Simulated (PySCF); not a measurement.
Vertical excitations of a molecule C3H9NSi from TDA-CAM-B3LYP/def2-SVPD in PySCF, as energy in eV (oscillator strength): 5.93 (0.005), 6.56 (0.009), 6.77 (0.014), 7.19 (0.015), 7.34 (0.085), 7.42 (0.010), 7.78 (0.037), 8.17 (0.021), 8.25 (0.020), 8.47 (0.010). Lowest triplet (TDA): 5.62 eV. Geometry optimised at PBE0-D3(BJ)/def2-SVP. One conformer was computed; it need not be the lowest.

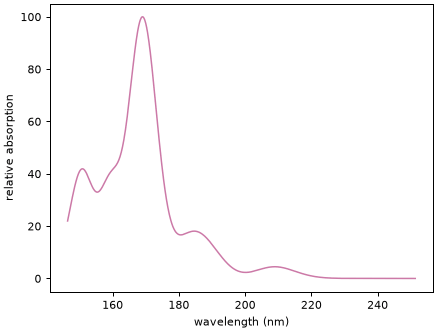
Fig. 1. The lines broadened by 0.4 eV.

Q: Which molecule gave these data?
A) N[SiH2]C1CC1
B) [SiH3][C@H]1CCN1
C) C1CN[SiH2]C1
D) C=C([SiH3])CN

A: B, [SiH3][C@H]1CCN1
